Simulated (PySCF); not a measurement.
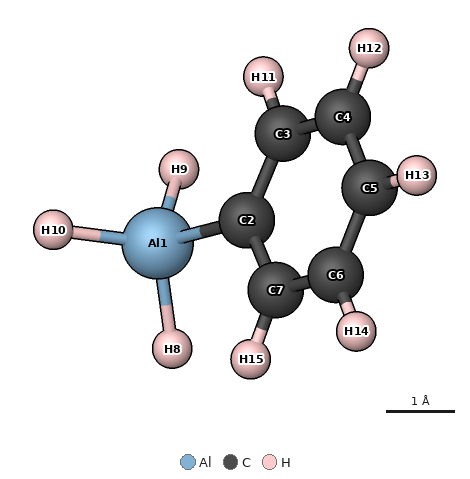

Fig. 1: The input geometry of run A (ball-and-stick view, seen at a tilt; atoms are numbered from 1 in the order of the input). Sticks mark near contacts. Bond lengths as drawn: Al–C 2.04 Å, Al–H 1.64 to 1.65 Å, C–C 1.40 to 1.41 Å and C–H 1.09 to 1.10 Å.

## Two runs on C₆H₈Al

System: C₆H₈Al, charge −1, SMILES [AlH3-][c]1ccccc1.
Method of run A: GIAO PBE0/pcSseg-1 NMR shielding, non-relativistic, IEF-PCM chloroform (PySCF 2.14.0).

The geometry comes from this level: PBE0-D3(BJ)/def2-SVP. Text and figures count atoms from 1; the logs count them from 0 in places.

## Input file, run A
```
{"job": {"kind": "nmr", "xc": "PBE0", "basis": "pcSseg-1", "solvent": "chloroform", "pop": true}, "charge": -1, "multiplicity": 1}
Al     2.687266    -0.321101     0.107769
C      0.651781    -0.339563    -0.034542
C     -0.083678    -1.530769    -0.181878
C     -1.478799    -1.553966    -0.258232
C     -2.201533    -0.362176    -0.191186
C     -1.508714     0.841081    -0.049813
C     -0.113606     0.840940     0.024130
H      3.221050     1.104983    -0.513121
H      3.265436    -1.611400    -0.731823
H      3.118388    -0.440936     1.690743
H      0.458052    -2.482406    -0.244317
H     -2.007750    -2.506949    -0.372892
H     -3.294669    -0.370437    -0.251809
H     -2.062071     1.785627    -0.000323
H      0.404314     1.802215     0.126678
```

The first line tells a small driver script what to run in PySCF; the rest is the geometry in Å.

Launched with:
```bash
OMP_NUM_THREADS=1 python <driver script> task.json out
```

Hardware: 1 CPU thread, shared host.

## Output (run A)
```
coarse grid: 13104 points
cycle   1  E = -475.4437735185  dE =  6.039e-01  |g| = 3.970e-01  |ddm| = 3.698e+00
cycle   2  E = -475.4454001583  dE = -1.627e-03  |g| = 4.310e-01  |ddm| = 1.168e+00
cycle   3  E = -475.4975768125  dE = -5.218e-02  |g| = 8.243e-02  |ddm| = 5.493e-01
cycle   4  E = -475.4990405865  dE = -1.464e-03  |g| = 3.973e-02  |ddm| = 1.039e-01
cycle   5  E = -475.4994663880  dE = -4.258e-04  |g| = 6.276e-03  |ddm| = 4.502e-02
cycle   6  E = -475.4994781936  dE = -1.181e-05  |g| = 1.977e-03  |ddm| = 9.476e-03
cycle   7  E = -475.4994790088  dE = -8.153e-07  |g| = 5.154e-04  |ddm| = 1.775e-03
final grid: 122120 points
cycle   8  E = -475.5408076562  dE = -2.364e-05  |g| = 6.129e-03  |ddm| = 3.857e-02
cycle   9  E = -475.5408066106  dE =  1.046e-06  |g| = 6.538e-03  |ddm| = 1.373e-02
cycle  10  E = -475.5408181955  dE = -1.158e-05  |g| = 3.430e-04  |ddm| = 6.736e-03
cycle  11  E = -475.5408182144  dE = -1.891e-08  |g| = 1.488e-04  |ddm| = 3.939e-04
cycle  12  E = -475.5408182197  dE = -5.325e-09  |g| = 4.829e-05  |ddm| = 1.632e-04
cycle  13  E = -475.5408182203  dE = -5.832e-10  |g| = 1.604e-05  |ddm| = 6.411e-05
converged SCF energy = -475.5408182203

GIAO shielding tensors (ppm)
atom      isotropic    diamagn.    paramagn.     s11        s22        s33       span
  0 Al     456.021     795.277    -339.256    423.368    463.787    480.907     57.539
  1 C       20.094     249.963    -229.869    -76.454    -65.431    202.167    278.621
  2 C       40.011     252.160    -212.149    -81.008     35.227    165.814    246.822
  3 C       53.743     253.871    -200.128    -60.166     48.562    172.833    233.000
  4 C       55.050     254.427    -199.377    -55.585     45.394    175.341    230.926
  5 C       53.777     253.788    -200.011    -60.090     48.562    172.859    232.949
  6 C       39.931     252.431    -212.499    -81.206     35.166    165.834    247.039
  7 H       27.580      29.717      -2.138     24.565     27.074     31.100      6.535
  8 H       27.579      29.716      -2.137     24.563     27.067     31.106      6.543
  9 H       27.613      29.522      -1.909     25.710     25.838     31.291      5.581
 10 H       23.372      31.301      -7.928     19.581     22.294     28.242      8.661
 11 H       24.001      29.919      -5.919     20.799     24.259     26.944      6.145
 12 H       24.084      29.879      -5.796     20.926     24.676     26.649      5.723
 13 H       24.005      30.706      -6.702     20.794     24.268     26.952      6.157
 14 H       23.368      31.984      -8.615     19.584     22.265     28.257      8.673
```

For run B the input was changed thus:
```diff
-"solvent": "chloroform"
-"pop": true
+"solvent": "tetrahydrofuran"
+"pop": false
```

Predict how the results change.

The total energy of run B is 4.6 kcal/mol lower: the change of the electrostatic solvation energy at this fixed geometry, without cavity or dispersion terms. The HOMO goes from −5.91 to −6.23 eV. The LUMO goes from 0.70 to 0.41 eV. Of all shieldings, the largest change is that of C2, by +1.3 ppm. The number of SCF iterations is the same.

## Output (run B)
```
coarse grid: 13104 points
cycle   1  E = -475.4522768823  dE =  5.955e-01  |g| = 3.931e-01  |ddm| = 3.698e+00
cycle   2  E = -475.4555700805  dE = -3.293e-03  |g| = 4.201e-01  |ddm| = 1.140e+00
cycle   3  E = -475.5050291951  dE = -4.946e-02  |g| = 7.828e-02  |ddm| = 5.254e-01
cycle   4  E = -475.5063256822  dE = -1.296e-03  |g| = 3.885e-02  |ddm| = 9.976e-02
cycle   5  E = -475.5067318988  dE = -4.062e-04  |g| = 6.134e-03  |ddm| = 4.311e-02
cycle   6  E = -475.5067431271  dE = -1.123e-05  |g| = 1.902e-03  |ddm| = 9.192e-03
cycle   7  E = -475.5067438802  dE = -7.531e-07  |g| = 5.025e-04  |ddm| = 1.716e-03
final grid: 122120 points
cycle   8  E = -475.5480656081  dE = -2.373e-05  |g| = 6.097e-03  |ddm| = 3.871e-02
cycle   9  E = -475.5480647534  dE =  8.548e-07  |g| = 6.455e-03  |ddm| = 1.353e-02
cycle  10  E = -475.5480760540  dE = -1.130e-05  |g| = 3.421e-04  |ddm| = 6.588e-03
cycle  11  E = -475.5480760728  dE = -1.884e-08  |g| = 1.477e-04  |ddm| = 3.915e-04
cycle  12  E = -475.5480760781  dE = -5.258e-09  |g| = 4.784e-05  |ddm| = 1.607e-04
cycle  13  E = -475.5480760786  dE = -5.688e-10  |g| = 1.535e-05  |ddm| = 6.245e-05
converged SCF energy = -475.5480760786

GIAO shielding tensors (ppm)
atom      isotropic    diamagn.    paramagn.     s11        s22        s33       span
  0 Al     456.032     795.297    -339.265    423.478    463.736    480.883     57.405
  1 C       21.437     250.115    -228.679    -72.719    -64.848    201.877    274.596
  2 C       40.149     252.220    -212.071    -80.863     35.237    166.073    246.936
  3 C       53.289     253.800    -200.511    -60.740     47.241    173.365    234.105
  4 C       54.330     254.403    -200.073    -56.503     43.615    175.877    232.380
  5 C       53.325     253.709    -200.385    -60.662     47.245    173.391    234.052
  6 C       40.070     252.474    -212.404    -81.058     35.178    166.091    247.149
  7 H       27.611      29.781      -2.170     24.607     27.091     31.135      6.528
  8 H       27.611      29.786      -2.175     24.606     27.084     31.142      6.536
  9 H       27.647      29.590      -1.943     25.739     25.872     31.330      5.591
 10 H       23.373      31.289      -7.916     19.566     22.329     28.224      8.657
 11 H       23.922      29.830      -5.908     20.701     24.196     26.868      6.166
 12 H       23.991      29.785      -5.794     20.821     24.585     26.567      5.746
 13 H       23.926      30.613      -6.687     20.697     24.206     26.875      6.178
 14 H       23.369      31.970      -8.601     19.570     22.299     28.238      8.669
```

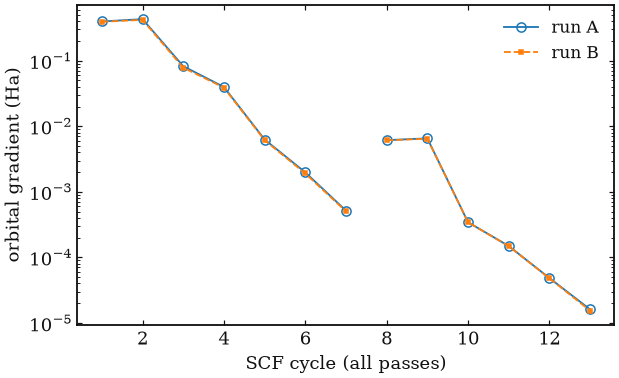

Fig. 2: Convergence of the two runs: orbital gradient against the SCF cycle. A break in a curve parts two SCF passes (coarse and final grid). Run A takes 13 cycles in all, and run B takes 13.

## The two runs side by side

```tsv
quantity	run A	run B
outcome	converged	converged
total energy (hartree)	−475.540818	−475.548076
HOMO (eV)	−5.91	−6.23
LUMO (eV)	0.70	0.41
shielding of C2 (ppm)	20.1	21.4
shielding of C3 (ppm)	40.0	40.1
shielding of C4 (ppm)	53.7	53.3
shielding of C5 (ppm)	55.0	54.3
shielding of C6 (ppm)	53.8	53.3
shielding of C7 (ppm)	39.9	40.1
shielding of H13 (ppm)	24.1	24.0
SCF iterations	13	13
basis functions	166	166
wall time (shared host)	14 s	13 s
```
